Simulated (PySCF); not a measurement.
**Run report: BH₅F (charge −1), geometry relaxation**

BH₅F, charge −1, SMILES [BH4-].F, computed with PBE0-D3(BJ)/def2-TZVPD geometry optimisation, gas phase (PySCF 2.14.0).

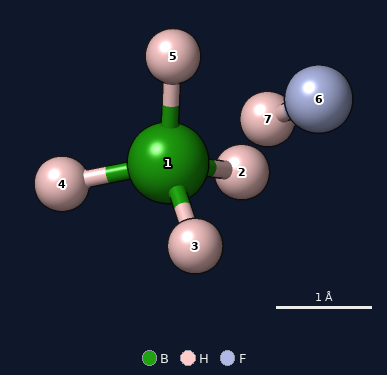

Figure 1. The structure as given in the input (ball-and-stick view, seen at a tilt; atoms are numbered from 1 in the order of the input). Bond lengths as drawn: B–H 1.20 to 1.25 Å and F–H 0.96 Å.

**Key numbers**

```csv
quantity,value
outcome,converged
total energy,−127.645625 hartree
point group,Cs
hardware,"1 CPU thread, shared host"
wall time,77 s
peak memory,0.54 GiB
```

**Input file**
```
{"job": {"xc": "PBE0", "basis": "def2-TZVPD", "d3": "d3bj", "grid": 3, "kind": "geom", "shake": 0.01}, "charge": -1, "multiplicity": 1, "parts": [{"atoms": "0-4", "charge": -1, "multiplicity": 1}, {"atoms": "5-6", "charge": 0, "multiplicity": 1}]}
B      0.104882    -0.016483     0.056794
H     -0.487446     1.010221     0.442012
H      0.958586     0.327133    -0.737866
H     -0.661434    -0.710066    -0.546586
H      0.509021    -0.623070     1.014056
F      2.961774     0.129185     0.925367
H      2.047734     0.051722     0.636885
```

The first line tells a small driver script what to run in PySCF; the rest is the geometry in Å.

Launched with:
```bash
OMP_NUM_THREADS=1 python <driver script> task.json out
```

**What the program printed**
```
step   0  E = -127.64360392  max force = 0.018108
step   1  E = -127.64531763  max force = 0.004340
step   2  E = -127.64545153  max force = 0.001252
step   3  E = -127.64546306  max force = 0.000478
step   4  E = -127.64547651  max force = 0.000644
step   5  E = -127.64548950  max force = 0.001170
step   6  E = -127.64551471  max force = 0.001625
step   7  E = -127.64553817  max force = 0.001182
step   8  E = -127.64555534  max force = 0.000389
step   9  E = -127.64556718  max force = 0.000805
step  10  E = -127.64558307  max force = 0.001600
step  11  E = -127.64560309  max force = 0.001567
step  12  E = -127.64562105  max force = 0.000557
step  13  E = -127.64562482  max force = 0.000311
optimisation converged
```

**Trajectory as extended XYZ (Å, eV, eV/Å), 14 frames, from step=0 to step=13**
```
7
Properties=species:S:1:pos:R:3:forces:R:3 step=0 energy=-3473.35938
B     0.1049   -0.0165    0.0568   -0.5408   0.9311  -0.0385
H    -0.4874    1.0102    0.4420    0.1285  -0.1871  -0.0076
H     0.9586    0.3271   -0.7379    0.4718   0.0490  -0.0613
H    -0.6614   -0.7101   -0.5466   -0.4356  -0.4870  -0.2980
H     0.5090   -0.6231    1.0141    0.3888  -0.2679   0.4400
F     2.9618    0.1292    0.9254   -0.0227   0.0150   0.0055
H     2.0477    0.0517    0.6369    0.0101  -0.0531  -0.0401
7
Properties=species:S:1:pos:R:3:forces:R:3 step=1 energy=-3473.40601
B     0.0451    0.1056    0.0933    0.1725  -0.2232  -0.0885
H    -0.5764    1.0825    0.4632   -0.1327   0.2118   0.0917
H     0.9606    0.4669   -0.6576    0.0351   0.0103   0.0391
H    -0.6690   -0.6761   -0.5299   -0.0185  -0.0270   0.0018
H     0.4996   -0.4882    1.0828    0.0189   0.0352  -0.0213
F     3.0022   -0.0135    0.8610   -0.0887  -0.0033  -0.0296
H     2.0728   -0.0067    0.6119    0.0134  -0.0038   0.0068
7
Properties=species:S:1:pos:R:3:forces:R:3 step=2 energy=-3473.40965
B     0.0615    0.1045    0.0956    0.0147  -0.0386  -0.0372
H    -0.5715    1.0890    0.4688   -0.0023   0.0097   0.0096
H     0.9802    0.4701   -0.6490   -0.0117   0.0126   0.0197
H    -0.6509   -0.6825   -0.5262    0.0101   0.0032   0.0139
H     0.5180   -0.4830    1.0861   -0.0079   0.0213  -0.0026
F     2.9868   -0.0150    0.8542    0.0613  -0.0067   0.0143
H     2.0573   -0.0081    0.6092   -0.0644  -0.0015  -0.0176
7
Properties=species:S:1:pos:R:3:forces:R:3 step=3 energy=-3473.40997
B     0.0631    0.1053    0.0952   -0.0048  -0.0041  -0.0153
H    -0.5740    1.0886    0.4684    0.0036  -0.0085  -0.0016
H     0.9812    0.4759   -0.6462   -0.0058   0.0102   0.0054
H    -0.6454   -0.6856   -0.5251    0.0087   0.0014   0.0067
H     0.5200   -0.4767    1.0878   -0.0024   0.0091   0.0061
F     2.9859   -0.0180    0.8530    0.0246  -0.0064   0.0033
H     2.0551   -0.0090    0.6085   -0.0238  -0.0017  -0.0046
7
Properties=species:S:1:pos:R:3:forces:R:3 step=4 energy=-3473.41034
B     0.0650    0.1086    0.0948   -0.0160   0.0331   0.0113
H    -0.5828    1.0867    0.4653   -0.0002  -0.0171  -0.0099
H     0.9809    0.4909   -0.6419    0.0013   0.0027  -0.0090
H    -0.6330   -0.6920   -0.5231    0.0034  -0.0055  -0.0045
H     0.5235   -0.4618    1.0927    0.0069  -0.0050   0.0107
F     2.9857   -0.0258    0.8491   -0.0258  -0.0053  -0.0090
H     2.0519   -0.0111    0.6094    0.0304  -0.0029   0.0103
7
Properties=species:S:1:pos:R:3:forces:R:3 step=5 energy=-3473.41069
B     0.0659    0.1149    0.0945   -0.0168   0.0505   0.0263
H    -0.5981    1.0839    0.4602   -0.0057  -0.0179  -0.0121
H     0.9778    0.5115   -0.6384    0.0062  -0.0033  -0.0163
H    -0.6167   -0.7000   -0.5207   -0.0018  -0.0105  -0.0109
H     0.5286   -0.4414    1.0986    0.0120  -0.0118   0.0089
F     2.9863   -0.0368    0.8442   -0.0542  -0.0041  -0.0163
H     2.0497   -0.0147    0.6117    0.0602  -0.0029   0.0203
7
Properties=species:S:1:pos:R:3:forces:R:3 step=6 energy=-3473.41137
B     0.0665    0.1314    0.0934   -0.0099   0.0638   0.0332
H    -0.6371    1.0763    0.4470   -0.0137  -0.0152  -0.0099
H     0.9669    0.5594   -0.6343    0.0096  -0.0110  -0.0203
H    -0.5788   -0.7172   -0.5151   -0.0091  -0.0153  -0.0149
H     0.5411   -0.3932    1.1099    0.0185  -0.0165   0.0044
F     2.9888   -0.0641    0.8321   -0.0789   0.0013  -0.0175
H     2.0467   -0.0225    0.6211    0.0835  -0.0072   0.0250
7
Properties=species:S:1:pos:R:3:forces:R:3 step=7 energy=-3473.41201
B     0.0664    0.1517    0.0913    0.0012   0.0488   0.0175
H    -0.6811    1.0661    0.4330   -0.0143  -0.0096  -0.0015
H     0.9509    0.6111   -0.6357    0.0067  -0.0122  -0.0161
H    -0.5378   -0.7333   -0.5081   -0.0120  -0.0126  -0.0103
H     0.5575   -0.3395    1.1185    0.0174  -0.0125  -0.0006
F     2.9912   -0.0931    0.8204   -0.0598   0.0018  -0.0105
H     2.0454   -0.0333    0.6336    0.0608  -0.0038   0.0216
7
Properties=species:S:1:pos:R:3:forces:R:3 step=8 energy=-3473.41248
B     0.0661    0.1686    0.0872    0.0122   0.0200  -0.0100
H    -0.7142    1.0563    0.4240   -0.0081  -0.0021   0.0080
H     0.9344    0.6494   -0.6449   -0.0035  -0.0069  -0.0064
H    -0.5088   -0.7435   -0.5024   -0.0084  -0.0045   0.0006
H     0.5752   -0.2987    1.1187    0.0080  -0.0039  -0.0026
F     2.9928   -0.1161    0.8123   -0.0051   0.0043   0.0048
H     2.0451   -0.0408    0.6482    0.0051  -0.0068   0.0056
7
Properties=species:S:1:pos:R:3:forces:R:3 step=9 energy=-3473.41280
B     0.0656    0.1777    0.0821    0.0174  -0.0093  -0.0331
H    -0.7278    1.0519    0.4232    0.0014   0.0035   0.0131
H     0.9224    0.6658   -0.6584   -0.0126   0.0000   0.0023
H    -0.5008   -0.7460   -0.4995   -0.0041   0.0026   0.0097
H     0.5893   -0.2810    1.1116   -0.0023   0.0018  -0.0030
F     2.9940   -0.1231    0.8126    0.0414  -0.0028   0.0102
H     2.0455   -0.0482    0.6574   -0.0412   0.0041   0.0007
7
Properties=species:S:1:pos:R:3:forces:R:3 step=10 energy=-3473.41323
B     0.0647    0.1844    0.0718    0.0165  -0.0355  -0.0511
H    -0.7332    1.0485    0.4278    0.0124   0.0091   0.0144
H     0.9062    0.6753   -0.6835   -0.0202   0.0091   0.0117
H    -0.5045   -0.7462   -0.4977    0.0033   0.0098   0.0188
H     0.6084   -0.2719    1.0936   -0.0127   0.0071   0.0000
F     2.9960   -0.1263    0.8169    0.0823  -0.0024   0.0178
H     2.0463   -0.0537    0.6719   -0.0815   0.0028  -0.0115
7
Properties=species:S:1:pos:R:3:forces:R:3 step=11 energy=-3473.41378
B     0.0637    0.1827    0.0595    0.0066  -0.0468  -0.0500
H    -0.7182    1.0514    0.4401    0.0193   0.0107   0.0088
H     0.8930    0.6654   -0.7133   -0.0188   0.0147   0.0161
H    -0.5296   -0.7407   -0.4978    0.0086   0.0119   0.0207
H     0.6237   -0.2862    1.0675   -0.0145   0.0069   0.0016
F     2.9985   -0.1143    0.8297    0.0794  -0.0040   0.0134
H     2.0475   -0.0587    0.6815   -0.0806   0.0067  -0.0106
7
Properties=species:S:1:pos:R:3:forces:R:3 step=12 energy=-3473.41427
B     0.0635    0.1714    0.0483   -0.0060  -0.0237  -0.0231
H    -0.6838    1.0587    0.4555    0.0132   0.0058  -0.0008
H     0.8876    0.6379   -0.7386   -0.0066   0.0110   0.0103
H    -0.5685   -0.7311   -0.4993    0.0084   0.0057   0.0121
H     0.6299   -0.3223    1.0407    0.0002   0.0017   0.0021
F     2.9998   -0.0923    0.8449    0.0195   0.0015   0.0024
H     2.0478   -0.0575    0.6860   -0.0286  -0.0020  -0.0030
7
Properties=species:S:1:pos:R:3:forces:R:3 step=13 energy=-3473.41437
B     0.0657    0.1718    0.0423   -0.0077  -0.0043  -0.0049
H    -0.6772    1.0586    0.4588    0.0039   0.0007  -0.0003
H     0.8813    0.6420   -0.7497    0.0006   0.0025   0.0014
H    -0.5706   -0.7318   -0.4969    0.0032   0.0013   0.0029
H     0.6401   -0.3215    1.0308   -0.0020  -0.0018   0.0030
F     2.9986   -0.0898    0.8471    0.0160  -0.0020   0.0048
H     2.0446   -0.0617    0.6923   -0.0140   0.0037  -0.0068
```

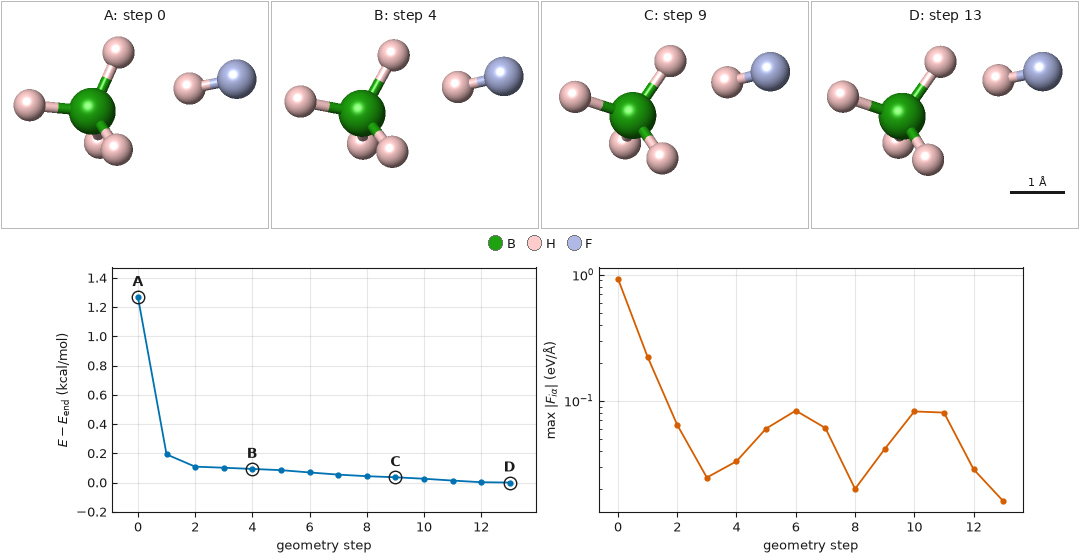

Figure 2. Frames of the relaxation (ball-and-stick view, seen at a tilt) above the curves, on which the letters mark them (steps are counted from 0).

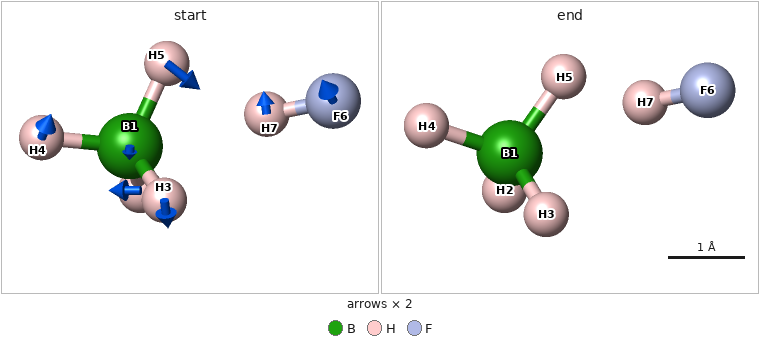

Figure 3. Before (left) and after (right) the relaxation, at one scale (ball-and-stick view, seen at a tilt). The blue arrows give the displacements, magnified 2 times. The atom that moves furthest after the best rigid fit is H5 (0.29 Å). By element the largest moves are H 0.29 Å, F 0.21 Å, B 0.10 Å. Distances before and after: B1–H5 1.203 → 1.245 Å, B1–H4 1.197 → 1.230 Å, B1–H2 1.246 → 1.229 Å, B1–H3 1.216 → 1.230 Å. Among the angles that change: H3–B1–H5 115.3° → 110.9°, H3–B1–H4 106.5° → 110.0°, H2–B1–H3 107.6° → 110.1°. The energy falls by 1.27 kcal/mol in 13 geometry steps. Largest force component: 0.93 eV/Å at the start, 0.016 eV/Å at the end. (Atoms are counted from 1 in the order of the input.)
